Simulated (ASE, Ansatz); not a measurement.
# Electronic structure of AlP(110) slab, H on both faces (288 atoms)

What does DFT give for AlP(110) slab, H on both faces (288 atoms) as built?

Calculated with Ansatz 0.2.0; Kohn-Sham DFT, PBE, PAW (set soft_2), localised support functions (medium).

### 1. The starting structure

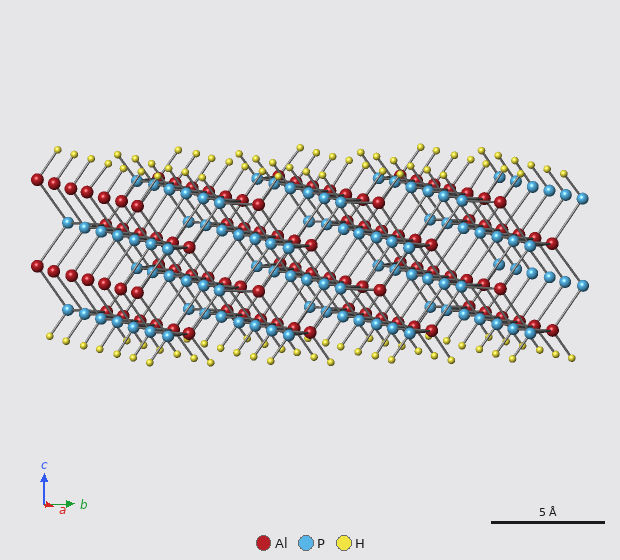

The cell as given, from the side, with the c axis up (aluminium red, phosphorus blue, hydrogen yellow). Some periodic images of atoms are drawn too.

The cell holds 288 atoms: 96 Al, 96 P and 96 H. Cell: a = 23.178 Å, b = 21.852 Å, c = 20.375 Å, α = 90.0°, β = 90.0°, γ = 90.0°. It derives from AlP (zinc-blende). Zinc-blende AlP (a = 5.463 Å), (110) slab of 4 atomic planes, 6 x 4 surface cells, H on the broken bonds of both faces, 12 Å of vacuum; displaced by a Gaussian of 0.02 Å. Regions: slab, 192 atoms (96 Al and 96 P); hydrogen, 96 atoms (96 H). Vacuum lies along c.

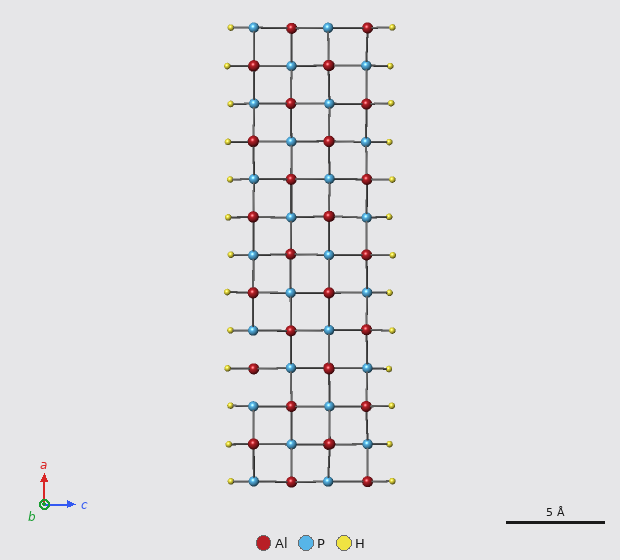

A slice 6 Å thick through the middle of the cell.

Limits known from the start: Caps of real hydrogen don't mimic the fractional bonds of a polar compound, so surface states and strained caps may belong to the model. Beside vacuum, support functions can miss their usual error bounds without a warning. Sampling is at Γ alone, for a cell whose shortest periodic width is 22 Å.

### 2. Support functions medium

The electrons are solved once, with the atoms held.

Contents of input.yaml:

```yaml
crystal:
  lattice:
    - [23.17755, 0.0, 0.0]
    - [0.0, 21.852, 0.0]
    - [0.0, 0.0, 20.37452]
  atoms:
    - { symbol: Al, position: [0.91689, 0.13373, 0.35832] }
    - { symbol: P, position: [0.99932, 0.07366, 0.35767] }
    - { symbol: Al, position: [0.99972, 0.01007, 0.45351] }
    - { symbol: P, position: [0.91514, 0.19771, 0.45132] }
    - { symbol: Al, position: [0.91589, 0.13467, 0.546] }
    - { symbol: P, position: [0.99954, 0.07352, 0.54756] }
    - { symbol: Al, position: [0.9998, 0.01015, 0.642] }
    - { symbol: P, position: [0.91835, 0.19775, 0.64211] }
    - { symbol: Al, position: [0.08167, 0.13625, 0.3579] }
    - { symbol: P, position: [0.16645, 0.07386, 0.35845] }
    - { symbol: Al, position: [0.16711, 0.00923, 0.45199] }
    - { symbol: P, position: [0.08194, 0.19903, 0.45175] }
    - { symbol: Al, position: [0.08324, 0.13439, 0.54718] }
    - { symbol: P, position: [0.16691, 0.07379, 0.54643] }
    - { symbol: Al, position: [0.16647, 0.01057, 0.64321] }
    - { symbol: P, position: [0.08428, 0.19871, 0.6422] }
    - { symbol: Al, position: [0.91581, 0.38461, 0.3579] }
    - { symbol: P, position: [0.99946, 0.32329, 0.35704] }
    - { symbol: Al, position: [0.99938, 0.26097, 0.45373] }
    - { symbol: P, position: [0.91621, 0.44804, 0.45311] }
    - { symbol: Al, position: [0.91724, 0.38684, 0.54798] }
    - { symbol: P, position: [0.99879, 0.32309, 0.54692] }
    - { symbol: Al, position: [0.0008, 0.2604, 0.64265] }
    - { symbol: P, position: [0.9172, 0.44846, 0.64081] }
    - { symbol: Al, position: [0.24936, 0.13596, 0.35774] }
    - { symbol: P, position: [0.33416, 0.07261, 0.35756] }
    - { symbol: Al, position: [0.33325, 0.012, 0.45205] }
    - { symbol: P, position: [0.24931, 0.19706, 0.45266] }
    - { symbol: Al, position: [0.24924, 0.13485, 0.5479] }
    - { symbol: P, position: [0.33217, 0.07381, 0.54718] }
    - { symbol: Al, position: [0.33328, 0.01039, 0.64166] }
    - { symbol: P, position: [0.25104, 0.19962, 0.64316] }
    [... 250 atom lines left out ...]
    - { symbol: H, position: [0.66762, 0.79979, 0.70656] }
    - { symbol: H, position: [0.58364, 0.91022, 0.69813] }
    - { symbol: H, position: [0.74893, 0.92721, 0.29476] }
    - { symbol: H, position: [0.83265, 0.78578, 0.30223] }
    - { symbol: H, position: [0.83252, 0.80313, 0.70531] }
    - { symbol: H, position: [0.74949, 0.90899, 0.69892] }
kpoints:
  mp_grid: { grid: [1, 1, 1] }
hamiltonian:
  xc: pbe
scf:
  occupations: { method: gaussian, width: 0.025 }
  eigensolver: { kind: { support_functions: { accuracy: medium } } }
  mixing: { beta: 0.2 }
  max_iter: 150
output:
  forces: true
  eigenvalues: true
```

Command:

```console
$ ansatz run input.yaml --threads 8 --pin off --max-ram 15872MiB --backend cpu --events-out ev --progress --plain --runs-dir out
```

Numbers of over 12 decimals in the logs are rounded to 6 here.

Output:

```text
Warning: scf.eigensolver.kind.support_functions: disabling space-group detection — the functions' gradient is summed over unrotated k-points, so no spatial operation reduces the k-mesh or symmetrises the density; time reversal is kept, so that k and −k are solved as one point where they differ and the mesh holds both, and exact exchange and, on two spinor components, a DFT+U term hold to it where the run has them: [...]
settings of this run that can trade accuracy for cost: scf.eigensolver.kind.support_functions [...]
Engine: ansatz 0.2.0, aarch64-unknown-linux-gnu
Pseudopotentials: kind: paw
Pseudopotential: Al, paw, valence charge 3, recommended cutoff 420 eV (normal), Al.paw.azcp
Pseudopotential: P, paw, valence charge 5, recommended cutoff 420 eV (normal), P.paw.azcp
Pseudopotential: H, paw, valence charge 1, recommended cutoff 420 eV (normal), H.paw.azcp
Functional definition: PBE
  parameter kappa = 0.804
  parameter beta = 0.066725
  exchange = pbe_x(kappa = kappa, mu = beta*pi^2/3)
  correlation = pbe_c(beta = beta)
Crystal: 288 atoms, lattice volume = 10319.202 Å³
Basis set: ecut = 420 eV, 201725 PW (Γ), exchange–correlation on 320×300×288 points (8 copies of the dense FFT grid, shifted against one another)
Bands: 519, of which v1, the nominal top of the filled ones, is band 432 counted from 1 (431 counted from 0)
Symmetry: 1 space group operations
k-points: 1
Non-local potential: Al, projectors of the file, l = 0: 2, l = 1: 2, l = 2: 1
Non-local potential: P, projectors of the file, l = 0: 2, l = 1: 2, l = 2: 2
Non-local potential: H, projectors of the file, l = 0: 2, l = 1: 1
PAW form: soft (Blöchl's): semilocal exchange-correlation on the pseudo side does not see the compensation charge
PAW one-centre angular grid: Al, 110 points (default); XC on 64 Gauss nodes
PAW one-centre angular grid: P, 110 points (default); XC on 64 Gauss nodes
PAW one-centre angular grid: H, 110 points (default); XC on 64 Gauss nodes
Initial density: superposition of atomic densities (neutral atoms: chi_scale 0, normalization atom)
Initial wavefunctions: pseudopotential atomic-orbital guess
Functional: x = pbe(κ = 0.804, μ = 0.219515), c = pbe(β = 0.066725)
SCF iter   1: F=—  HF=-125695.713061 eV  |F-HF|=—  |Δ(HF+E_count)|=         —  Δρ=3.42e-2  dr2=1.37e2  ethr=1.00e-1
preconditioner: auto → Resta (q_TF=auto, 1.805 Å⁻¹)  ε∞=6.9  [insulator: Δε(μ)=3.354 eV  Ē_g=8.856 eV  σ=0.025 eV  W_gap=1.00  n_scr=1026 (ndim 8)  ℏωp=10.7 eV  f_vac=0.449  D(μ)=0.00/eV (n_scr^D=0)  ε∞_Penn≈2.5  vacuum switching on, ρ_ref=1.4e-3 e/Å³]
SCF iter   2: F=—  HF=-125794.457270 eV  |F-HF|=—  |Δ(HF+E_count)|=    9.87e1  Δρ=3.48e-2  dr2=1.38e2  ethr=1.58e-2
SCF iter   3: F=—  HF=-125781.155893 eV  |F-HF|=—  |Δ(HF+E_count)|=    1.33e1  Δρ=2.77e-2  dr2=8.90e1  ethr=1.58e-2  κ⁻¹=1.0e0(r=1)
SCF iter   4: F=—  HF=-125754.025310 eV  |F-HF|=—  |Δ(HF+E_count)|=    2.71e1  Δρ=5.70e-3  dr2=6.86e0  ethr=1.03e-2  κ⁻¹=9.2e-5(r=2)
SCF iter   5: F=—  HF=-125754.671458 eV  |F-HF|=—  |Δ(HF+E_count)|=   6.46e-1  Δρ=3.48e-3  dr2=2.37e0  ethr=7.94e-4  κ⁻¹=5.4e-5(r=3)
SCF iter   6: F=—  HF=-125755.327521 eV  |F-HF|=—  |Δ(HF+E_count)|=   6.56e-1  Δρ=1.56e-3  dr2=4.99e-1  ethr=2.74e-4  κ⁻¹=3.6e-5(r=4)
SCF iter   7: F=—  HF=-125755.676306 eV  |F-HF|=—  |Δ(HF+E_count)|=   3.49e-1  Δρ=1.58e-3  dr2=2.84e-1  ethr=5.78e-5  κ⁻¹=9.4e-6(r=5)
SCF iter   8: F=—  HF=-125755.779294 eV  |F-HF|=—  |Δ(HF+E_count)|=   1.03e-1  Δρ=4.20e-4  dr2=3.44e-2  ethr=3.29e-5  κ⁻¹=3.1e-6(r=6)
SCF iter   9: F=—  HF=-125755.795389 eV  |F-HF|=—  |Δ(HF+E_count)|=   1.61e-2  Δρ=4.75e-4  dr2=2.48e-2  ethr=3.98e-6  κ⁻¹=1.1e-6(r=7)
SCF iter  10: F=—  HF=-125755.801090 eV  |F-HF|=—  |Δ(HF+E_count)|=   5.70e-3  Δρ=1.27e-4  dr2=1.83e-3  ethr=2.87e-6  κ⁻¹=1.9e-7(r=7)
SCF iter  11: F=—  HF=-125755.806247 eV  |F-HF|=—  |Δ(HF+E_count)|=   5.16e-3  Δρ=1.17e-4  dr2=1.49e-3  ethr=2.11e-7  κ⁻¹=2.5e-6(r=7)
SCF iter  12: F=—  HF=-125755.809350 eV  |F-HF|=—  |Δ(HF+E_count)|=   3.10e-3  Δρ=2.87e-5  dr2=1.43e-4  ethr=1.72e-7  κ⁻¹=1.7e-6(r=7)
SCF iter  13: F=—  HF=-125755.812135 eV  |F-HF|=—  |Δ(HF+E_count)|=   2.79e-3  Δρ=2.93e-5  dr2=8.62e-5  ethr=1.66e-8  κ⁻¹=3.4e-6(r=7)
SCF iter  14: F=—  HF=-125755.814443 eV  |F-HF|=—  |Δ(HF+E_count)|=   2.31e-3  Δρ=7.56e-6  dr2=8.87e-6  ethr=9.97e-9  κ⁻¹=2.0e-6(r=7)
SCF iter  15: F=-125755.816371 eV  HF=-125755.816366 eV  |F-HF|=4.61e-6  |Δ(HF+E_count)|=   1.92e-3  Δρ=5.93e-6  dr2=4.94e-6  ethr=1.03e-9
SCF 1 converged in 15 iterations: F = -125755.849095 eV  dr2 = 4.94e-6
  greatest PAW one-centre occupation: 0.780 electrons in one spin orbital (limit 2), on the P atom at site 59 (counted from 0), in its partial waves of l = 0
SCF converged after 15 iterations
Stability not checked: this state was not tested for a lower state beside it, because the mixer in use, unlike msr1, does not test its closes by its own steps (another_mixer; see scf.mixing.algorithm and scf.lower_state_search)
Free energy (F): -125755.849095 eV
Harris-Foulkes:  -125755.849090 eV  (|F-HF|=4.61e-6)
Internal energy: -125755.849095 eV  (E = F + TS)
E sigma→0 (E₀):  -125755.849095 eV
Fermi energy:    -0.422514 eV
--- Per-component energies (eV) ---
  E_band       = -5084.009107
  E_kinetic    = 10276.258819
  E_local      = -159237.781018  (includes V_loc(G=0)·N_el)
  E_nonlocal   = 4450.371485
  E_softening  = 0.012597  (part of E_nonlocal)
  E_grid_corr  = -0.037720  (part of E_nonlocal)
  E_hartree    = 75146.826920
  E_xc         = -10575.400888
  E_vxc        = -9705.462061  (∫ρ·V_xc dr)
  E_paw        = -99603.152715  (= ΣΔE_a)
  E_vpaw       = -1161.193514  (= ΣTr[D̂ρ^β])
  E_aug_tail   = -0.116433  (compensation charges beyond the density's cutoff)
  E_ewald      = 53787.177460
  E_smearing   = -0.000000  (= −TS)
  E_closure    = 0.000000  (closes the sum)
  E_support_correction = -0.032724  (second-order, or where that is not computed along the SCF)
  E_support_correction_error = 3.8e-4  (of E_support_correction; not in F)
  Σ components = -125755.849095   (vs F -125755.849095, Δ=0.00e0)
--- Forces (eV/Å), atoms counted from 1 ---
  atom   1  Al    -0.60644661     0.67673658    -1.02500771
  atom   2  P      0.17145797    -0.63318094     0.38293595
  atom   3  Al     0.35000801     0.10714215    -0.21739231
  atom   4  P      0.61810988    -0.41706308     0.43322112
  atom   5  Al     0.22237190     0.34972330     0.25934396
  atom   6  P      0.04448973    -0.37113191    -0.23632445
  atom   7  Al     0.10394325     0.35286068     0.73654031
  atom   8  P     -0.29566818     0.15509674    -0.92767498
  atom   9  Al     0.31549676     0.16926365    -0.49802123
  atom  10  P     -0.25196578    -0.62232616    -0.33910263
  atom  11  Al     0.06598525     0.18024460    -0.02545809
  atom  12  P      0.27443792    -0.33004569     0.54032214
  atom  13  Al    -0.00927646     0.35815383    -0.02916926
  atom  14  P     -0.19821215    -0.66782978    -0.02230466
[...]
atom 287  H      0.01219775     0.11888439     0.10971636
  atom 288  H     -0.01313058     0.16929588    -0.14246679
  max |Σ_I F_I| component: 2.01e-2 eV/Å
--- Band table (eV) ---
  k-point 0: bands = ["-12.8077", "-12.6281", "-12.6227", "-12.6145", [... 431 levels ...], "1.0374", "1.0453", "1.1805", "1.1936", "1.3311", "1.3478", "1.4441", "1.4537", "1.4594", "1.4642", "1.5384", "1.5436"]
settings of this run that can trade accuracy for cost: scf.eigensolver.kind.support_functions [...]
```

It took 2.5 min on 8 threads of Arm Neoverse V2, shared host; peak memory 8.5 GiB.

The program notes that the band table was not solved further than the SCF left it and it switched symmetry off.

Read from the output:

```yaml
free_energy: -125755.8491 eV
free_energy_per_atom: -436.6523 eV/atom
scf_cycles: 15
r_m_s_force_component: 0.379 eV/Å
longest_force: 2.118 eV/Å
fermi_energy: -0.4225 eV
spacing_of_highest_filled_and_lowest_empty_level: 2.297 eV
```

Length of the force by element:

| element | coordination | atoms | mean length of the force (eV/Å) | spread | least | most |
| --- | --- | --- | --- | --- | --- | --- |
| Al | all | 96 | 0.603 | 0.266 | 0.145 | 1.37 |
| H | all | 96 | 0.396 | 0.292 | 0.0496 | 1.56 |
| P | all | 96 | 0.707 | 0.340 | 0.141 | 2.12 |

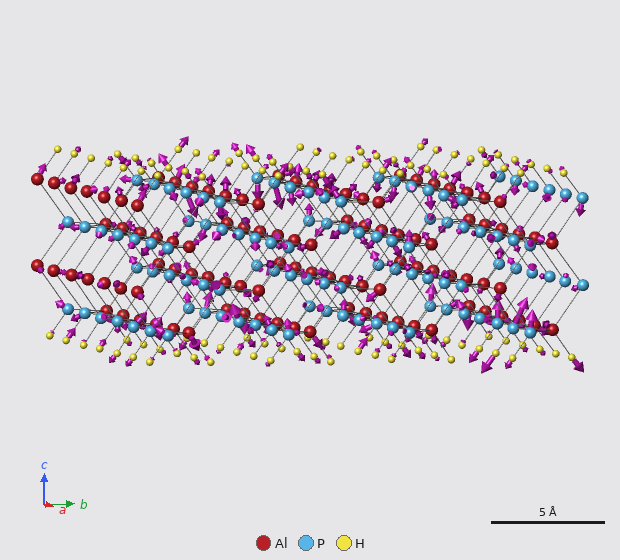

Forces as arrows; the longest in the cell is 2.12 eV/Å. Some periodic images of atoms are drawn too.

By region:

| region | atoms | mean length of the force (eV/Å) |
| --- | --- | --- |
| slab | 192 | 0.655 |
| hydrogen | 96 | 0.396 |

The levels nearest the highest filled one (over half full), pooled over k-points and spins:

| level less the highest filled one (eV) | occupation |
| --- | --- |
| -0.393 | 2 |
| -0.380 | 2 |
| -0.361 | 2 |
| -0.344 | 2 |
| -0.328 | 2 |
| 0 | 2 |
| 2.30 | 0 |
| 2.48 | 0 |
| 2.49 | 0 |
| 2.61 | 0 |
| 2.62 | 0 |
| 2.75 | 0 |

### 3. Local order

These statistics describe the geometry on which the runs were made.

Normalised to the volume that the atoms fill. g(r), total and by pair (bins of 0.2 Å):

| r (Å) | total | Al-Al | Al-H | Al-P | H-H | H-P | P-P |
| --- | --- | --- | --- | --- | --- | --- | --- |
| 1.30 | 0.35 | 0.00 | 0.00 | 0.00 | 0.00 | 1.57 | 0.00 |
| 1.50 | 1.54 | 0.00 | 3.06 | 0.00 | 0.00 | 3.90 | 0.00 |
| 1.70 | 0.29 | 0.00 | 1.30 | 0.00 | 0.00 | 0.00 | 0.00 |
| 1.90 | 0.00 | 0.00 | 0.00 | 0.00 | 0.00 | 0.00 | 0.00 |
| 2.10 | 0.00 | 0.00 | 0.00 | 0.00 | 0.00 | 0.00 | 0.00 |
| 2.30 | 2.69 | 0.00 | 0.00 | 12.08 | 0.00 | 0.00 | 0.00 |
| 2.50 | 0.36 | 0.00 | 0.00 | 1.64 | 0.00 | 0.00 | 0.00 |
| 2.70 | 0.00 | 0.00 | 0.00 | 0.00 | 0.00 | 0.00 | 0.00 |
| 2.90 | 0.01 | 0.00 | 0.00 | 0.00 | 0.10 | 0.00 | 0.00 |
| 3.10 | 1.28 | 0.00 | 3.33 | 0.00 | 4.60 | 0.11 | 0.00 |
| 3.30 | 0.67 | 0.00 | 0.00 | 0.00 | 0.00 | 2.99 | 0.00 |
| 3.50 | 0.01 | 0.00 | 0.00 | 0.00 | 0.07 | 0.00 | 0.00 |
| 3.70 | 0.40 | 0.13 | 0.00 | 0.00 | 3.28 | 0.00 | 0.19 |
| 3.90 | 3.78 | 13.09 | 1.09 | 0.00 | 2.88 | 1.41 | 13.02 |
| 4.10 | 1.12 | 0.00 | 2.42 | 0.00 | 0.00 | 2.59 | 0.00 |
| 4.30 | 0.09 | 0.00 | 0.40 | 0.00 | 0.00 | 0.00 | 0.00 |
| 4.50 | 2.01 | 0.00 | 0.00 | 9.04 | 0.00 | 0.00 | 0.00 |
| 4.70 | 0.20 | 0.00 | 0.49 | 0.05 | 0.00 | 0.34 | 0.00 |
| 4.90 | 0.18 | 0.00 | 0.65 | 0.00 | 0.00 | 0.15 | 0.00 |
| 5.10 | 0.55 | 0.00 | 0.36 | 0.00 | 0.00 | 2.12 | 0.00 |
| 5.30 | 0.24 | 0.02 | 1.07 | 0.00 | 0.02 | 0.00 | 0.02 |
| 5.50 | 0.81 | 2.93 | 0.00 | 0.00 | 1.46 | 0.00 | 2.92 |
| 5.70 | 0.09 | 0.00 | 0.42 | 0.00 | 0.00 | 0.00 | 0.00 |
| 5.90 | 1.31 | 0.00 | 0.55 | 4.48 | 0.00 | 0.87 | 0.00 |
| 6.10 | 0.31 | 0.00 | 0.59 | 0.17 | 0.01 | 0.62 | 0.00 |
| 6.30 | 0.69 | 0.00 | 1.10 | 0.00 | 1.11 | 1.46 | 0.00 |
| 6.50 | 0.37 | 0.00 | 0.78 | 0.00 | 0.84 | 0.45 | 0.00 |
| 6.70 | 2.08 | 6.87 | 0.65 | 0.00 | 2.14 | 0.76 | 6.86 |

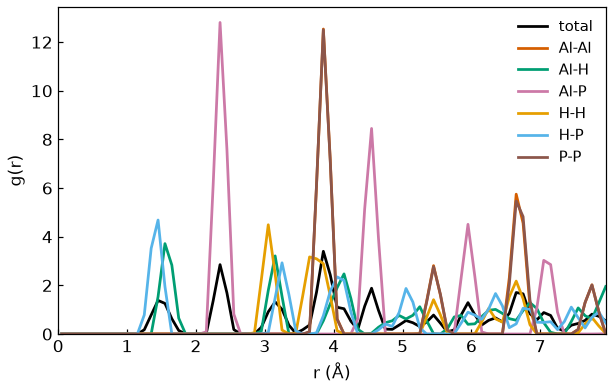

Pair distribution functions, lightly smoothed.

Bonds by pair of elements; cutoffs follow the first minimum of g(r), held within bounds set by covalent radii, and pairs that aren't listed don't count as bonded:

| pair A-B | cutoff (Å) | bonds | mean length (Å) | spread (Å) | shortest (Å) | B about A | A about B |
| --- | --- | --- | --- | --- | --- | --- | --- |
| Al-H | 1.98 | 48 | 1.59 | 0.027 | 1.52 | 0.5 | 0.5 |
| Al-P | 2.83 | 336 | 2.37 | 0.029 | 2.28 | 3.5 | 3.5 |
| H-P | 1.73 | 48 | 1.42 | 0.028 | 1.35 | 0.5 | 0.5 |

How many atoms have how many bonded neighbours:

| element | mean | 1 | 4 |
| --- | --- | --- | --- |
| Al | 4 | 0 | 96 |
| H | 1 | 96 | 0 |
| P | 4 | 0 | 96 |

Bond angles (no mean is given where the spread exceeds 20°):

| angle | count | mean (°) | spread (°) |
| --- | --- | --- | --- |
| P-Al-P | 432 | 110 | 1 |
| Al-P-Al | 432 | 110 | 1 |
| H-Al-P | 144 | 109 | 1.3 |
| Al-P-H | 144 | 110 | 1.4 |

First main peaks of g(r), for some of the pairs, lie near 3.86 Å (Al-Al), 1.59 Å (Al-H), 2.36 Å (Al-P), 3.05 Å (H-H), 1.42 Å (H-P) and 3.86 Å (P-P). Counting bonds as in the table, all Al atoms have 4, all H atoms have 1 and all P atoms have 4 bonded neighbours. The P-Al-P angle averages 110° with a spread of 1.0°.

The surroundings of P186, which bears the longest force, nearest first, numbered as they follow in the input and with coordinates relative to it.

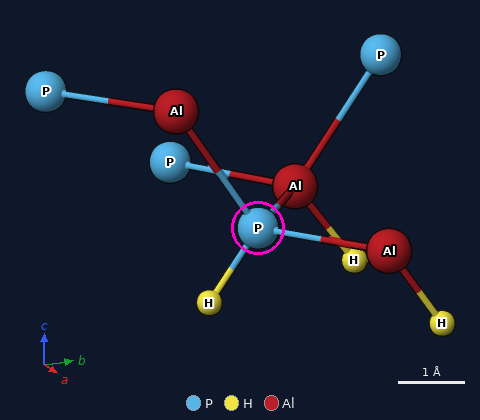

The atoms of the table, within 3.9 Å (arrows a, b, c point along x, y, z); some may hide others; the central atom is ringed.

| atom | x | y | z | distance (Å) | bonds | Fx | Fy | Fz (eV/Å) |
| --- | --- | --- | --- | --- | --- | --- | --- | --- |
| P186 | 0.00 | 0.00 | 0.00 | 0.00 | 4 | 0.56 | 0.73 | 1.91 |
| H286 | 0.02 | -0.80 | -1.09 | 1.35 | 1 | 0.02 | -0.93 | -1.25 |
| Al185 | -1.91 | 1.32 | 0.02 | 2.33 | 4 | -0.04 | 0.79 | -0.45 |
| Al187 | 0.03 | -1.34 | 1.99 | 2.40 | 4 | 0.08 | -0.20 | -0.32 |
| Al73 | 1.98 | 1.38 | 0.03 | 2.42 | 4 | -0.43 | -0.33 | 0.33 |
| H229 | 1.95 | 2.26 | -1.21 | 3.22 | 1 | -0.01 | 0.74 | -0.90 |
| H285 | -1.92 | 2.29 | -1.25 | 3.24 | 1 | 0.01 | 0.07 | -0.10 |
| P172 | -1.88 | -2.74 | 1.94 | 3.85 | 4 | -0.21 | 0.20 | 0.54 |
| P178 | -3.85 | 0.02 | 0.02 | 3.85 | 4 | 0.04 | 0.06 | 1.37 |
| P188 | -1.91 | 2.71 | 1.97 | 3.85 | 4 | 0.16 | -0.01 | 0.25 |

The column of bonds counts only the pairs Al-H within 1.98 Å, Al-P within 2.83 Å, H-P within 1.73 Å; other neighbours, such as metal atoms beside each other in a compound, aren't counted, and periodic images can show an atom twice.

### 4. What came out

| Quantity | Value |
| --- | --- |
| free energy per atom | -436.6523 eV/atom |
| r.m.s. force component | 0.379 eV/Å |
| gap (highest filled to lowest empty level) | 2.297 eV |
| wall time of the 1 DFT run | 2.5 min |

**Reading.** Between filled and empty levels lie 2.30 eV (at Γ alone); a semilocal functional tends to put such gaps too low. Counting bonds as in the table, all Al atoms have 4, all H atoms have 1 and all P atoms have 4 bonded neighbours.

What to keep in mind: The geometry was built by rule, was displaced at random and isn't relaxed at this level: its force components are 0.38 eV/Å r.m.s.

[Logs are printed without paths, hosts, clocks, repeated set-up lines and the standing remarks that a program may print on its own settings, such as how far it seeks lower states.]

[Hosts, paths, dates, database ids (printed as entryN), source tags and the programs' standing remarks are cut or masked in the printed files.]
